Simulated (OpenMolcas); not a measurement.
Single-point calculation of NF₃

System: NF₃, multiplicity 3.
Method: CASSCF/STO-3G (OpenMolcas 26.06).

The geometry is that of the parent species in another charge or spin state. The geometry comes from this level: GFN2-xTB.

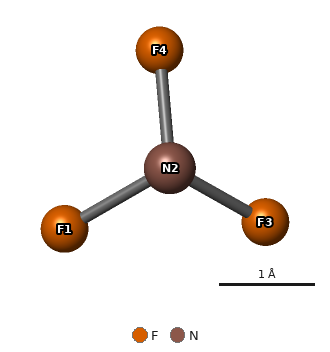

Fig. 1: The structure (ball-and-stick view, seen at a tilt; atoms are numbered from 1 in the order of the input). Bond lengths as drawn: F–N 1.36 Å.

### Input file
```
&GATEWAY
  BasLib
  $CurrDir
  Coord
  mol.xyz
  Basis
  STO-3G
  Group
  NoSym

&SEWARD

&RASSCF
  FileOrb
  $CurrDir/step1.UnaOrb
  Spin
  3
  Nactel
  2 0 0
  Inactive
  16
  Ras2
  2
  OrbListing
  Nothing
  OrbAppear
  Compact
```

### File mol.xyz
```
4

F      0.623050    -0.000560     1.070480
N      0.341300    -0.071640    -0.257040
F     -0.635810    -1.014280    -0.318110
F     -0.328540     1.086490    -0.495330
```

Hardware: 1 thread of Intel Xeon (Granite Rapids), 64 GiB of memory available, shared host.

Launched with:
```bash
export MOLCAS_MEM=1860
pymolcas step2.inp > step2.log
```

### What the program printed
```
--- Start Module: gateway ---

                                              &GATEWAY

                       available to each process: 1.9 GB of memory, 1 thread

 Basis Set     1 Label: F.STO-3G
 Basis set is read from library:.
 basistype.tbl is not found

 Basis Set     2 Label: N.STO-3G
 Basis set is read from library:.
 basistype.tbl is not found

 Basis Set     3 Label: F.STO-3G
 Basis set is read from library:.
 basistype.tbl is not found

++    Symmetry information:
      ---------------------

                    Character Table for C1

                             E
                    a        1  x, y, xy, Rz, z, xz, Ry, yz, Rx, I
--

++    Basis set information:
      ----------------------

      Basis set label: F.STO-3G.........

      Electronic valence basis set:
      ------------------
      Associated Effective Charge   9.000000 au
      Associated Actual Charge      9.000000 au
      Nuclear Model: Point charge

      Shell  nPrim  nBasis  Cartesian Spherical Contaminant
         s       6       2        X
         p       3       1        X

      Basis set label: N.STO-3G.........

      Electronic valence basis set:
      ------------------
      Associated Effective Charge   7.000000 au
      Associated Actual Charge      7.000000 au
      Nuclear Model: Point charge

      Shell  nPrim  nBasis  Cartesian Spherical Contaminant
         s       6       2        X
         p       3       1        X

      Basis set label: F.STO-3G.........

      Electronic valence basis set:
      ------------------
      Associated Effective Charge   9.000000 au
      Associated Actual Charge      9.000000 au
      Nuclear Model: Point charge

      Shell  nPrim  nBasis  Cartesian Spherical Contaminant
         s       6       2        X
         p       3       1        X
--

++    Molecular structure info:
      -------------------------

                    ************************************************
                    **** Cartesian Coordinates / bohr, angstrom ****
                    ************************************************

     Center  Label                x              y              z                     x              y              z
        1      F1               1.177394      -0.001058       2.022914              0.623050      -0.000560       1.070480
        2      N2               0.644964      -0.135380      -0.485735              0.341300      -0.071640      -0.257040
        3      F3              -1.201507      -1.916711      -0.601141             -0.635810      -1.014280      -0.318110
        4      F4              -0.620851       2.053169      -0.936038             -0.328540       1.086490      -0.495330

                    ***************************************
                    *    InterNuclear Distances / bohr    *
                    ***************************************

               1 F1            2 N2            3 F3            4 F4
    1 F1       0.000000
    2 N2       2.568043        0.000000
    3 F3       4.026731        2.568251        0.000000
    4 F4       4.026031        2.568035        4.026073        0.000000

                    *******************************************
                    *    InterNuclear Distances / angstrom    *
                    *******************************************

               1 F1            2 N2            3 F3            4 F4
    1 F1       0.000000
    2 N2       1.358950        0.000000
    3 F3       2.130854        1.359060        0.000000
    4 F4       2.130484        1.358945        2.130506        0.000000

                    **************************************
                    *    Valence Bond Angles / degree    *
                    **************************************
                          Atom centers                 Phi
                      1 F1       2 N2       3 F3       103.25
                      1 F1       2 N2       4 F4       103.23
                      3 F3       2 N2       4 F4       103.23
--

            Nuclear Potential Energy            133.94849326 au

--- Stop Module: gateway /rc=_RC_ALL_IS_WELL_ ---

--- Start Module: seward ---

                                              &SEWARD

                       available to each process: 1.9 GB of memory, 1 thread

               SEWARD will generate:
                  Multipole Moment integrals up to order  2
                  Kinetic Energy integrals
                  Nuclear Attraction integrals (point charge)
                  One-Electron Hamiltonian integrals
                  Velocity integrals
                  Orbital angular momentum around ( -0.0454   0.0095   0.0342 )
                  Velocity quadrupole around ( -0.0454   0.0095   0.0342 )
                  Two-Electron Repulsion integrals

                   Integrals are discarded if absolute value <: 1.00E-14
                   Integral cutoff threshold is set to       <: 1.00E-16

            Nuclear Potential Energy            133.94849326 au

      Basis set specifications :
      Symmetry species         a
      Basis functions           20

--- Stop Module: seward /rc=_RC_ALL_IS_WELL_ ---

--- Start Module: rasscf ---

                                              &RASSCF

                       available to each process: 1.9 GB of memory, 1 thread

      Header of the ONEINT file:
      --------------------------

      OrdInt status: non-squared

      Cartesian coordinates in angstrom:
      -----------------------------------------------------
      No.  Label        X            Y            Z
      -----------------------------------------------------
       1   F1         0.62305000  -0.00056000   1.07048000
       2   N2         0.34130000  -0.07164000  -0.25704000
       3   F3        -0.63581000  -1.01428000  -0.31811000
       4   F4        -0.32854000   1.08649000  -0.49533000
      -----------------------------------------------------
      Nuclear repulsion energy =  133.94849326

++    Wave function specifications:
      -----------------------------

      Number of closed shell electrons          32
      Number of electrons in active shells       2
      Max number of holes in RAS1 space          0
      Max nr of electrons in RAS3 space          0
      Number of inactive orbitals               16
      Number of active orbitals                  2
      Number of secondary orbitals               2
      Spin quantum number                      1.0
      State symmetry                             1
--

++    Orbital specifications:
      -----------------------

      Symmetry species                           1
                                                 a
      Frozen orbitals                            0
      Inactive orbitals                         16
      Active orbitals                            2
      RAS1 orbitals                              0
      RAS2 orbitals                              2
      RAS3 orbitals                              0
      Secondary orbitals                         2
      Deleted orbitals                           0
      Number of basis functions                 20
--

++    CI expansion specifications:
      ----------------------------

      Number of CSFs                             1
      Number of determinants                     1
      Number of root(s) required                 1
      Root chosen for geometry opt.              1
      CI root used                               1

      highest root included in the CI            1
      max. size of the explicit Hamiltonian      1
--

++    Optimization specifications:
      ----------------------------

      RASSCF algorithm: Conventional
      Maximum number of macro iterations       200
      Maximum number of SX iterations          100
      Threshold for RASSCF energy            1.000E-08
      Threshold for max MO rotation          1.000E-01
      Threshold for max BLB element          1.000E-04
      Level shift parameter                  5.000E-01
      Make Quasi-Newton update
--

      The MO-coefficients are taken from the file:
      step1.UnaOrb
      Title:UHF natural orbitals

      Total molecular charge    0.00

      ************************************************************************************************************************
      *                                            Wave function control section                                             *
      ************************************************************************************************************************

                                         RASSCF iterations: Energy and convergence statistics
                                         ----------------------------------------------------

          iter iter root      energy       change     param      element    value   shift minimum  type update hh:mm:ss
 Nr of preliminary CI iterations:   1
        1   1    8    1  -347.45348370    0.00E+00  -6.68E-03   16  17 1  4.04E-03*  0.19   0.00    SX    NO    0:00:00
        2   1    7    1  -347.45358192   -9.82E-05* -4.13E-03   18  19 1  2.00E-03*  0.19   0.00    SX    NO    0:00:00
        3   1    7    1  -347.45360857   -2.66E-05* -3.04E-03   18  19 1  1.50E-03*  0.19   0.00    SX    NO    0:00:00
        4   1    7    1  -347.45362229   -1.37E-05* -2.28E-03   18  19 1  1.14E-03*  0.19   0.00    SX    NO    0:00:00
        5   1    7    1  -347.45363087   -8.58E-06* -1.07E-02   18  19 1  8.75E-04*  0.19   2.50    QN   YES    0:00:00
        6   1    7    1  -347.45365317   -2.23E-05*  2.24E-03   10  19 1 -4.98E-04*  0.19   1.14    QN   YES    0:00:00
        7   1    7    1  -347.45365783   -4.65E-06* -9.48E-03   10  17 1 -4.69E-04*  0.19   2.50    QN   YES    0:00:00
        8   1    7    1  -347.45367169   -1.39E-05* -3.97E-03   18  19 1 -5.65E-04*  0.19   1.36    QN   YES    0:00:00
        9   1    6    1  -347.45367570   -4.01E-06*  1.47E-03   16  19 1 -5.23E-04*  0.19   1.52    QN   YES    0:00:00
       10   1    6    1  -347.45367700   -1.31E-06*  5.01E-04   10  19 1  2.96E-04*  0.19   1.25    QN   YES    0:00:00
       11   1    5    1  -347.45367718   -1.78E-07* -1.03E-04   10  19 1  1.20E-04*  0.19   1.32    QN   YES    0:00:00
       12   1    5    1  -347.45367721   -2.74E-08* -5.68E-05   10  19 1  1.93E-05   0.19   1.22    QN   YES    0:00:00
       13   1    4    1  -347.45367721   -2.89E-09   2.20E-05    9  19 1 -9.00E-06   0.19   1.29    QN   YES    0:00:00
      Convergence after 13 iterations
       14   1    4    1  -347.45367721   -4.74E-10   2.20E-05   10  19 1 -4.77E-06   0.19   1.29    QN   YES    0:00:00

      ************************************************************************************************************************
                                                      Wave function printout:
                       occupation of active orbitals, and spin coupling of open shells (u,d: Spin up or down)
      ************************************************************************************************************************

      Note: transformation to natural orbitals
      has been made, which may change the order of the CSFs.

      printout of CI-coefficients larger than  0.05 for root  1
      energy=    -347.453677
      conf/sym  11     Coeff  Weight
             1  uu   1.00000 1.00000

      Natural orbitals and occupation numbers for root  1
      sym 1:   1.000000   1.000000

      ************************************************************************************************************************
      *                                                    Final results                                                     *
      ************************************************************************************************************************

++    Final optimization conditions:
      ------------------------------

      Average CI energy                            -347.45367721
      RASSCF energy for state  1                   -347.45367721
      Super-CI energy                                -0.00000000
      RASSCF energy change                           -0.00000000
      Max change in MO coefficients               2.363E-05
      Max non-diagonal density matrix element     2.202E-05
      Maximum BLB matrix element                 -4.771E-06
      (orbital pair  10,  19 in symmetry   1)
      Norm of electronic gradient            8.514E-06
--

      Final state energy(ies):
      ------------------------

::    RASSCF root number  1 Total energy:   -347.45367721
      Von Neumann Entropy (Root   1) =  1.00000

      Mulliken population analysis for root number:  1
      -----------------------------------------------

++    Molecular charges:
      ------------------

      Mulliken charges per centre
      ---------------------------

                F1      N2      F3      F4
      Total    9.0851  6.9343  9.0852  8.8954

      N-E     -0.0851  0.0657 -0.0852  0.1046

      Total electronic charge=   34.000000

      Total            charge=   -0.000000
--

      Expectation values of various properties for root number:  1
      -----------------------------------------------------------

++    Molecular properties:
      ---------------------

      Charge (e):
                      =   -0.0000
      Dipole Moment (debye):
      Origin of the operator (angstrom)=   -0.0240    0.0050    0.0181
                   X= -4.9369E-01               Y=  7.5885E-01               Z= -1.0623E-01           Total=  9.1152E-01
      Quadrupole Moment (debye*angstrom):
      Origin of the operator (angstrom)=   -0.0240    0.0050    0.0181
                  XX= -1.7022E+01              XY= -4.4519E-01              XZ= -2.1418E-01              YY= -1.6714E+01
                  YZ= -2.5548E-01              ZZ= -1.7236E+01
      In traceless form (debye*angstrom)
                  XX= -4.6862E-02              XY= -6.6779E-01              XZ= -3.2126E-01              YY=  4.1502E-01
                  YZ= -3.8321E-01              ZZ= -3.6816E-01
--

      Mulliken spin population analysis for root number:  1
      ---------------------------------------------------

++    Molecular charges:
      ------------------

      Mulliken spin population per centre
      ---------------------------

                F1      N2      F3      F4
      Total    0.0430  0.8545  0.0429  1.0596

      Total electronic spin=    2.000000
--

      Average orbitals are written to the RASORB file
      Natural orbitals for root   1 are written to the RASORB.1 file
      Spin density orbitals for root   1 are written to the SPDORB.1 file

--- Stop Module: rasscf /rc=_RC_ALL_IS_WELL_ ---

.##################.
.# Happy landing! #.
.##################.

    Timing: Wall=0.97 User=0.71 System=0.26
```

### Results in brief

- outcome: converged
- total energy: −347.453677 hartree
- CASSCF energy: −347.453677 hartree
- basis functions: 20
- wall time: 1.1 s
- peak memory: 0.37 GiB
